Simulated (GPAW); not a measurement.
# Quasiparticle gap of SnSe (Pnma) in GPAW, part 2 of 2

Wanted: ground state, empty states, screening and self-energy for SnSe (Pnma).

GPAW 26.7.0; PBE and many-body steps on it, plane waves. Known limits of the many-body steps: not at the basis limit; no spin-orbit coupling; coarse k mesh.

So far. Step 3 (Bands along the symmetry lines): The gap is 0.586 eV, +0.053 eV from the run before at this level. Step 4 (Empty states on the mesh, 2×4×4 mesh, 263 bands): On this mesh the gap is 1.068 eV. The earlier step found 0.533 eV, so this mesh misses an edge.

The database entry behind the starting cell differs from later determinations by our own check (an axis about 0.9 % long against later determinations), so it need not match the best structure at ambient conditions.

## 5. Screening and self-energy, 2×4×4 mesh, 253 bands, screening to 65 eV

G0W0 replaces the xc potential by the self-energy, built once from these orbitals. Only a window of levels is corrected, while the sums run over the empty bands that the input names.

This step: G0W0 on PBE, plane waves, PAW.

Input file run.py:

```python
import json
import numpy as np
from gpaw.mpi import world
from gpaw.response.g0w0 import G0W0

gw = G0W0('full.gpw',
    filename='gw',
    kpts=[0, 4, 12],
    bands=(38, 42),
    ecut=65,
    nbands=253,
    integrate_gamma='WS',
    ppa=True)
gw.calculate()
res = {mode: {k: v for k, v in r.items() if k != 'sigma_eskwn'}
       for mode, r in gw.all_results.items()}

if world.rank == 0:
    with open('result.json', 'w') as f:
        json.dump(res, f, default=lambda x: x.tolist())
```

Started as:

```console
mpirun -n 8 gpaw python run.py
```

Numbers of over 12 decimals in the logs are rounded to 6 here.

The log of the run:

```text
Using integrator: PointIntegrator
FrequencyGridDescriptor(from 0.000+0.000j to 0.000+27.211j eV, 2 points)
Nonperiodic BCs:  [False False False]
Using integrator: PointIntegrator
FrequencyGridDescriptor(from 0.000+0.000j to 0.000+27.211j eV, 2 points)
Nonperiodic BCs:  [False False False]
  ___  _ _ _
 |   || | | |
 | | || | | |
 |__ ||_____|
 |___|

BZ k-points: Symmetries present (total): 2

  [... matrices ...]
32 k-points: 2 x 4 x 4 Monkhorst-Pack grid + [1/4,1/8,1/8]
20 k-points in the irreducible part of the Brillouin zone
       k-points in crystal coordinates                weights
   0:     0.00000000    0.00000000    0.00000000          1/32
   1:     0.00000000    0.00000000    0.25000000          2/32
   2:     0.00000000    0.00000000    0.50000000          1/32
   3:     0.00000000    0.25000000   -0.25000000          2/32
   4:     0.00000000    0.25000000    0.00000000          2/32
   5:     0.00000000    0.25000000    0.25000000          2/32
   6:     0.00000000    0.25000000    0.50000000          2/32
   7:     0.00000000    0.50000000    0.00000000          1/32
   8:     0.00000000    0.50000000    0.25000000          2/32
   9:     0.00000000    0.50000000    0.50000000          1/32
          ...
  19:     0.50000000    0.50000000    0.50000000          1/32

Distributing spins, k-points and bands (1 x 3 x 4) over 8 processes
Number of blocks: 1

Quasi particle states:
k-points (IBZ indices): [0, 4, 12]
Band range: (38, 42)
  [... matrices ...]
Computational parameters:
Plane wave cut-off: 65 eV
Number of bands: 253
Coulomb cutoff: None
Broadening: 0.1 eV

fxc modes: GW
Kernel: RPA
Using Godby-Needs plasmon-pole approximation:
  Fitting energy: i*E0, E0 = 1.000 Hartree
Summing all q:

Calculating screened Coulomb potential
No Coulomb truncation
FrequencyGridDescriptor(from 0.000+0.000j to 0.000+27.211j eV, 2 points)
Removing empty qpoint cache files...

Calculating chi0 body with:
    Ground state adapter containing:
    Number of spins: 1
    Number of kpoints: 32
    Number of irreducible kpoints: 20
    Number of completely occupied states: 40
    Number of partially occupied states: 40
    Occupied states memory: 17.2265625 M / cpu

    Linear response parametrization:
    q_c: [0.0, 0.0, 0.0]
    Number of frequency points: 2
    Planewave cutoff: 65.0
    Number of bands: 253
    Number of planewaves: 243
    Broadening (eta): 1e-06
    comm.size: 8
    kncomm.size: 8
    blockcomm.size: 1

    Memory estimate of potentially large arrays:
        chi0_wGG: 1.802032 M / cpu
Integrating chi0 body.

Symmetries of q_c:
    Direct symmetries (Uq -> q): 2
    Indirect symmetries (TUq -> q): 0
In total 2 allowed symmetries.

  [... matrices ...]
20 groups of equivalent kpoints. 37.5% reduction.

Integral kind: response function
Integrating chi0 head and wings.

Symmetries of q_c:
    Direct symmetries (Uq -> q): 2
    Indirect symmetries (TUq -> q): 0
In total 2 allowed symmetries.

  [... matrices ...]
20 groups of equivalent kpoints. 37.5% reduction.

Integral kind: response function wings

Calculating chi0 body with:
    Ground state adapter containing:
    Number of spins: 1
    Number of kpoints: 32
    Number of irreducible kpoints: 20
    Number of completely occupied states: 40
    Number of partially occupied states: 40
    Occupied states memory: 17.2265625 M / cpu

    Linear response parametrization:
[... the further q-points ...]

Results:
f:      Occupation numbers
eps:     KS-eigenvalues [eV]
vxc:     KS vxc [eV]
exx:     Exact exchange [eV]
sigma:   Self-energies [eV]
dsigma:  Self-energy derivatives
Z:       Renormalization factors
qp:      QP-energies [eV]

k-point 0 (0): (0.000, 0.000, 0.000)                GW
band       f     eps     vxc     exx   sigma  dsigma       Z      qp
                                                                   GW
  38   1.000   5.186 -14.422 -16.256   1.707  -0.288   0.776   5.088
  39   1.000   5.403 -14.702 -16.384   1.613  -0.285   0.778   5.349
  40   0.000   6.747 -11.714  -8.401  -3.079  -0.255   0.797   6.932
  41   0.000   8.911 -12.603  -8.389  -3.792  -0.270   0.787   9.245

k-point 1 (4): (0.000, 0.250, 0.000)                GW
band       f     eps     vxc     exx   sigma  dsigma       Z      qp
                                                                   GW
  38   1.000   5.178 -14.655 -16.501   1.733  -0.288   0.777   5.090
  39   1.000   5.662 -15.002 -15.761   0.855  -0.273   0.786   5.737
  40   0.000   6.962 -11.974  -8.861  -2.904  -0.258   0.795   7.128
  41   0.000   7.166 -11.971  -8.417  -3.251  -0.255   0.797   7.407

k-point 2 (12): (0.500, 0.000, 0.500)                GW
band       f     eps     vxc     exx   sigma  dsigma       Z      qp
                                                                   GW
  38   1.000   5.678 -14.753 -15.330   0.685  -0.270   0.787   5.763
  39   1.000   5.678 -14.753 -15.330   0.685  -0.270   0.787   5.763
  40   0.000   7.209 -12.427  -9.395  -2.769  -0.260   0.794   7.418
  41   0.000   7.209 -12.427  -9.395  -2.769  -0.260   0.794   7.418
```

Wall time 9.5 min (8 MPI ranks of Arm Neoverse V1, shared host); peak memory 4.1 GiB.

This step gave:

```yaml
g0w0_gap_on_the_points_computed: 1.169 eV
least_direct_g0w0_gap_on_the_computed_points: 1.391 eV
z_at_the_valence_top: 0.7872
z_at_the_conduction_bottom: 0.7969
starting_gap_on_the_mesh: 1.068 eV
k_of_the_valence_top: 0.5, 0, 0.5
k_of_the_conduction_bottom: 0, 0, 0
```

The gap on the mesh goes from 1.07 eV to 1.17 eV, a correction of +0.10 eV. The start differs from the 0.53 eV found before because the two sample other k points.

Limits: finite bands, cutoff and mesh; no spin-orbit coupling; coarse k mesh. v1 is the top filled band, c1 the lowest empty one. The levels before and after the correction (eV, zero at the valence-band top of each column):

```tsv
	conduction bottom	valence top
Kohn-Sham	1.07	0.00
G0W0	1.17	0.00
```

```tsv
	level	energy (eV)
Kohn-Sham	Γ v2	-0.492
Kohn-Sham	Γ v1	-0.276
Kohn-Sham	Γ c1	1.068
Kohn-Sham	Γ c2	3.233
Kohn-Sham	(0.5 0 0.5) v2-v1	0.000
Kohn-Sham	(0.5 0 0.5) c1-c2	1.531
G0W0	Γ v2	-0.676
G0W0	Γ v1	-0.415
G0W0	Γ c1	1.169
G0W0	Γ c2	3.481
G0W0	(0.5 0 0.5) v2-v1	0.000
G0W0	(0.5 0 0.5) c1-c2	1.655
```

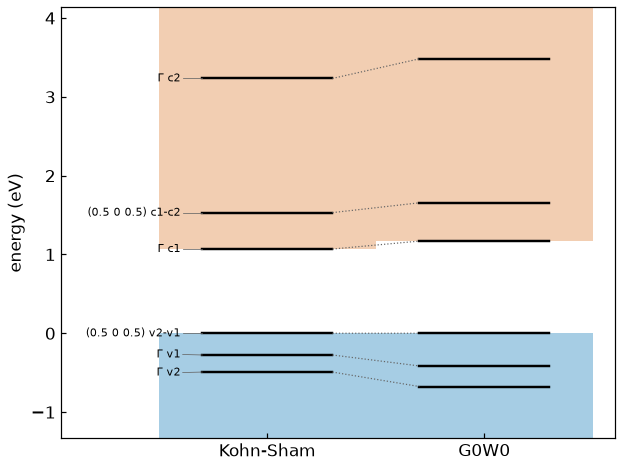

Levels before and after the correction. Shaded: valence and conduction bands.

## 6. Where the time went

Times are wall times on 8 MPI ranks of Arm Neoverse V1, shared host, good to a factor of about two.

```tsv
step	time	share	memory (GiB)
ground state	2.1 min	9 %	1.8
bands along the symmetry lines	2.8 min	12 %	2.3
empty states on the mesh	8.8 min	38 %	2.2
screening and self-energy	9.5 min	41 %	4.1
```

## 7. Summary of results

```json
{
  "PBE gap": "0.53 eV, indirect",
  "G0W0 gap on the mesh": "1.17 eV",
  "G0W0 gap over the zone (rigid shift)": "0.63 eV",
  "GW settings": "2×4×4 mesh, 253 bands, screening to 65 eV, Godby-Needs plasmon pole",
  "known limits": "not at the basis limit; no spin-orbit coupling; coarse k mesh"
}
```

**Reading.** G0W0 moves the gap on the mesh from 1.07 eV to 1.17 eV (+0.10 eV), with Z of 0.79 and 0.80 at the edges. The mesh misses the band edges by 0.54 eV in all; a rigid shift gives 0.63 eV for the zone. Only 3 of the mesh's irreducible points were corrected, so a valley elsewhere could overtake. Bands and cutoff are finite, so the gap is not at the basis limit. The miss can reach some tenths of an eV and take either sign; the mesh is an error of its own. These stock PAW sets were not made for GW; the filled d or f shell of Se lies in the frozen core, which bears on start and correction. In the G0W0 run levels were corrected at 3 k points alone, so a gap called «on the mesh» is the least over those, and an edge elsewhere would be missed. A denser mesh or path gives a starting gap of 0.53 eV: the GW mesh misses a band edge, so its gaps are not the fundamental one. The 2×4×4 mesh is coarse for this cell, which bears on the long-range parts of exchange and screening. The many-body steps are scalar-relativistic: spin-orbit coupling is not in them.

[Paths, hosts, dates, memory and timing lines, banners, echoed tables and standing remarks are left out of the program output.]

[Logs are printed without paths, hosts, clocks, repeated set-up lines and the standing remarks that a program may print on its own settings, such as how far it seeks lower states.]

[Runs of the session that timed out or met a known fault of the program may be left out.]

[Hosts, paths, dates, database ids (printed as entryN), source tags and the programs' standing remarks are cut or masked in the printed files.]
